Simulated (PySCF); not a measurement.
## A study: C$_{3}$H$_{5}$BrSi, SMILES `C#CC[SiH2]Br`

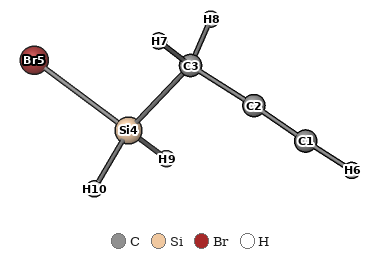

The molecule, with its atoms numbered as below. No frequency check shows the geometry to be a minimum.

Geometry (Å), atoms numbered from 1:

```
C1       3.9679   -0.0794   -0.0006
C2       2.8435    0.3303    0.0002
C3       1.4705    0.7701    0.0008
Si4      0.2855   -0.7191    0.0004
Br5     -1.7719    0.1306   -0.0001
H6       4.9649   -0.4042   -0.0012
H7       1.2945    1.3953    0.8805
H8       1.2941    1.3955   -0.8808
H9       0.3877   -1.5080   -1.2184
H10      0.3882   -1.5082    1.2179
```

Part 1: Bonding charge

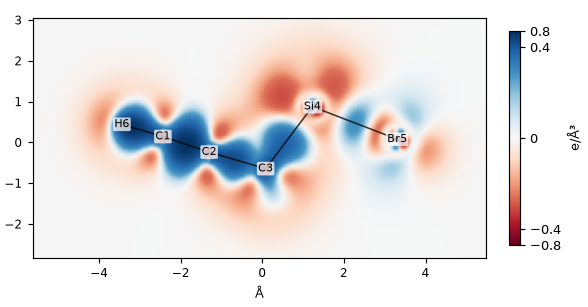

Deformation density (molecule less spherical, spin-averaged free atoms) in the plane of C1, C2, C3, Si4, Br5 and H6; colour scale in e/Å³, logarithmic beyond ±0.1; blue: gain, red: loss.

PySCF calculation, r2SCAN/def2-SVP, gas phase; geometry: GFN2-xTB.

Describe the bonding that the map shows.

Answer. C1–C2: +0.77 e/Å³ at the bond critical point (bond length 1.20 Å, Mayer order 2.5). C1–H6: +0.73 e/Å³ at the bond critical point (bond length 1.05 Å, Mayer order 1.1). C2–C3: +0.45 e/Å³ at the bond critical point (bond length 1.44 Å, Mayer order 1.0). C3–Si4: +0.14 e/Å³ at the bond critical point (bond length 1.90 Å, Mayer order 0.9). Si4–Br5: +0.03 e/Å³ at the bond critical point (bond length 2.23 Å, Mayer order 1.0); up to 0.6 Å beside the axis the gain reaches +0.13 e/Å³. In all, 2.3 electrons gather in the regions of gain relative to the promolecule. A small or negative value marks a very polar bond, one between electron-rich atoms, whose free-atom densities already overlap strongly, a long bond to a heavier atom, or a closed-shell contact such as a hydrogen bond.

Where do the Hirshfeld charges lie?

Answer. The highest Hirshfeld charge is on Si4 (+0.36 e), the lowest on Br5 (−0.13 e).

Part 2: Local ionisation energy

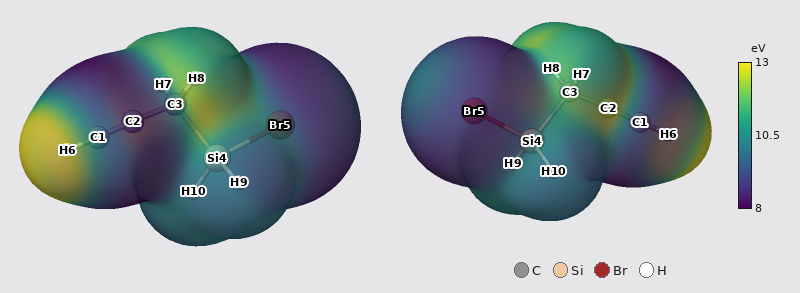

Average local ionisation energy on the surface of electron density 0.001 a.u. (back view left, front view right).

Locate the minima of the map.

Answer. The lowest value is 8.1 eV, off the C1–C2 bond (2.1 to 2.2 Å from its atoms). Further minima include 8.3 eV, 2.2 Å from Br5, and at like points elsewhere. For comparison, the highest occupied orbital lies at −6.7 eV.

Part 3: Removing or adding an electron

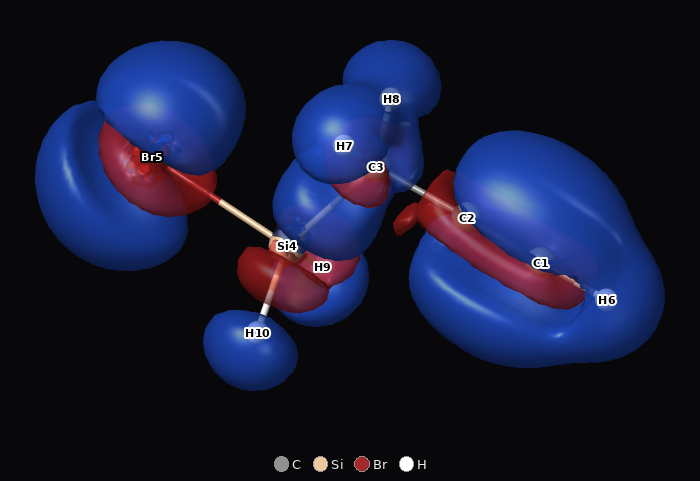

Fukui function f⁻ = ρ(N) − ρ(N−1) at fixed geometry, surfaces at ±0.01 e/Å³ (blue positive, red negative).

Computed with PySCF, TPSS/aug-cc-pVDZ, geometry: GFN2-xTB.

On which atoms does the density change most on removal of an electron?

Answer. f⁻ (Hirshfeld-condensed) is largest on Br5 (0.29) and C1 (0.21); the vertical ionisation energy is 9.27 eV (the stability of the cation's solution wasn't checked). Condensed values hint at sites of electrophilic attack but needn't mark the atom that reacts. Orbital relaxation makes it negative in places (0.16 e in all).

```csv
atom,f⁻,charge
C1,+0.21,−0.12
C2,+0.13,−0.05
C3,+0.06,−0.13
Si4,+0.08,+0.35
Br5,+0.29,−0.12
H6,+0.07,+0.08
H7,+0.04,+0.06
H8,+0.04,+0.06
H9,+0.04,−0.07
H10,+0.04,−0.07
```

Part 4: Localised orbitals

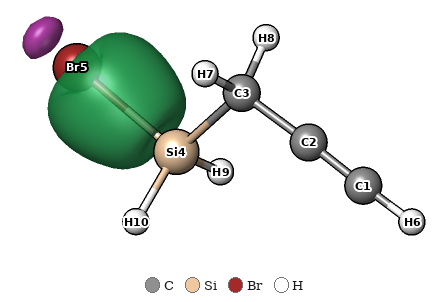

Intrinsic bond orbitals (IBO), occupied; each surface holds about 80 % of the orbital's density. Energies are diagonal elements of the Fock matrix.

Method: TPSSh/def2-TZVP; geometry: GFN2-xTB; program: PySCF.

What does this orbital represent?

Answer. σ bond Br5–Si4 (Br5 70 %, Si4 29 %; −13.8 eV).

The PySCF runs shown took 33 s, 8.1 min and 84 s on 1 thread of Arm Neoverse V1 (shared host).
